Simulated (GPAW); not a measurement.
# CHFO (formyl fluoride): revPBE-D4/real-space grid (scalar-relativistic datasets, stencil 4)

Aim: energy and one-electron properties of CHFO (formyl fluoride). The job is set up through an ASE script.

The results are computed with GPAW 26.7.0.

3 further runs of the same task are left out: 1 that didn't finish, 2 set aside as unsound or not needed. Runs told in other sessions of the task aren't counted.

## 1. The structure to begin with

The species is CHFO (4 atoms), meant as a singlet with charge 0. As SMILES, `O=CF`. The coordinates come from a GFN2-xTB relaxation.

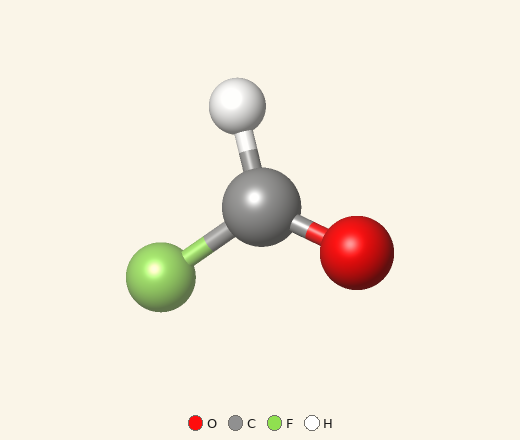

Viewed from a chosen angle; oxygen red, carbon grey, fluorine green, hydrogen white.

## 2. Energy and one-electron properties at revPBE-D4/real-space grid (scalar-relativistic datasets, stencil 4)

File sp.py:

```python
import numpy as np
from ase import Atoms
from ase.calculators.mixing import SumCalculator
from ase.dft.wannier import Wannier
from ase.units import Bohr, Debye
from dftd4.ase import DFTD4
from gpaw import FD, GPAW
from gpaw.utilities.adjust_cell import adjust_cell

positions_bohr = np.array(
              [[ -1.681252,   0.370424,   1.568435],
               [ -0.093995,   0.138593,   0.043331],
               [  1.104299,  -2.061427,  -0.342702],
               [  0.670947,   1.552429,  -1.269064]])
system = Atoms('OCFH', positions=positions_bohr * Bohr)
adjust_cell(system, 4.5, h=0.13)

calc = GPAW(mode=FD(nn=4),
            h=0.13,
            poissonsolver={'name': 'MomentCorrectionPoissonSolver', 'poissonsolver': 'fast', 'moment_corrections': 4},
            maxiter=60,
            symmetry='off',
            legacy_gpaw=True,
            xc='revPBE',
            txt='-')
system.calc = SumCalculator([DFTD4(method='revPBE'), calc])

energy = system.get_potential_energy()
print(f'Energy: {energy:.5f} eV')
forces = system.get_forces()
print('Forces (eV/Ang)')
for symbol, f in zip(system.symbols, forces):
    print(f'{symbol:2} {f[0]:9.4f} {f[1]:9.4f} {f[2]:9.4f}')
dipole = calc.get_dipole_moment(system) / Debye
print(f'Dipole = {np.linalg.norm(dipole):.3f} D')
homo, lumo = calc.get_homo_lumo()
print(f'HOMO = {homo:.3f} eV')
print(f'LUMO = {lumo:.3f} eV')
print(f'Gap                     {lumo - homo:.3f} eV')

wan = Wannier(9, calc, initialwannier='bloch')
wan.localize()
centres = wan.get_centers()
radii_w = wan.get_radii()
for c, r in zip(centres, radii_w):
    print(f'centre {c[0]:8.3f} {c[1]:8.3f} {c[2]:8.3f}  radius {r:6.3f}')
```

On the command line:

```
$ python sp.py > sp.log
```

What values should one expect? Wanted: energy as printed; dipole moment; HOMO energy; LUMO energy; HOMO–LUMO gap; dispersion energy; largest force on an atom.

Computed results:

At revPBE-D4/real-space grid (scalar-relativistic datasets, stencil 4):

| quantity | value |
| --- | --- |
| energy as printed (from the program's reference atoms) | -23.1242 eV |
| dipole moment | 1.95 D |
| HOMO energy | -7.83 eV |
| LUMO energy | -2.12 eV |
| HOMO–LUMO gap | 5.71 eV |
| dispersion energy | -12.71 kJ/mol |
| largest force on an atom | 1.960 eV/Å |

What this shows: The largest force is 1.96 eV/Å: the shape isn't a stationary point for this species at this level.
